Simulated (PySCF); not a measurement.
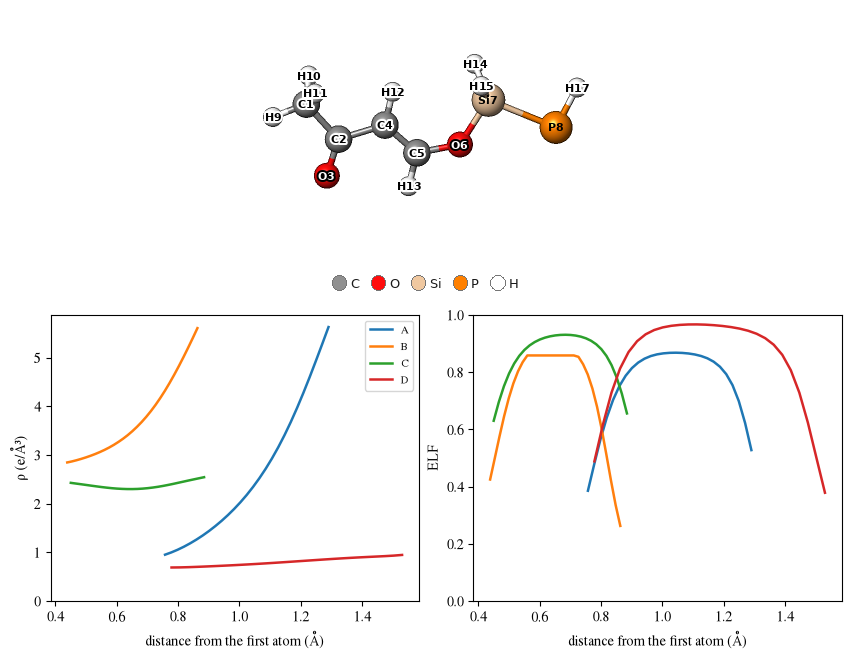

C$_{4}$H$_{9}$O$_{2}$PSi. Total electron density and electron localisation function along straight lines between neighbouring atoms. The curves leave out the atomic cores. The structure is drawn too.

Geometry: GFN2-xTB.

Computed with PBE0/pcSseg-1, SCF density, gas phase, non-relativistic (PySCF 2.14.0).

The calculation's input:

```
{"job": {"kind": "nmr", "xc": "PBE0", "basis": "pcSseg-1"}, "charge": 0, "multiplicity": 1}
C     -3.360755     0.101285     0.205259
C     -2.271731     0.095456    -0.840639
O     -2.505232     0.032038    -2.027582
C     -0.911007     0.172791    -0.295386
C      0.149523     0.164587    -1.107000
O      1.424141     0.220868    -0.748710
Si     2.145510     0.342899     0.716937
P      4.267294     0.186888     0.065786
H     -4.334829     0.023433    -0.269443
H     -3.307970     1.023298     0.780841
H     -3.218081    -0.734282     0.887434
H     -0.787314     0.231700     0.774824
H      0.005681     0.104380    -2.181598
H      1.717946     1.583516     1.374377
H      1.780088    -0.783319     1.580231
H      4.418342     1.524361    -0.261938
H      4.781397     0.371591     1.336696
```

Run with:

```sh
OMP_NUM_THREADS=1 python probes_run.py task.json out
```

> Which curve belongs to which contact (C–C, C–O, Si–O and Si–P)? The first atom named is at distance zero.

Curve A: Si–O (1.64 Å): ρ at the midpoint is about 1.1 e/Å³; the ELF peaks at about 0.85 between the atoms (a shared but strongly polarised pair). Curve B: C–O (1.21 Å): ρ is about 3.3 e/Å³ halfway; the ELF peaks at about 0.85 between the atoms: a short, multiple covalent bond. Curve C: C–C (1.34 Å): ρ at the midpoint is about 2.3 e/Å³; the ELF peaks at about 0.95 between the atoms; a short, multiple covalent bond. Curve D: Si–P (2.22 Å): ρ at the midpoint is about 0.79 e/Å³; the ELF peaks at about 0.95 between the atoms, as expected for a covalent bond.
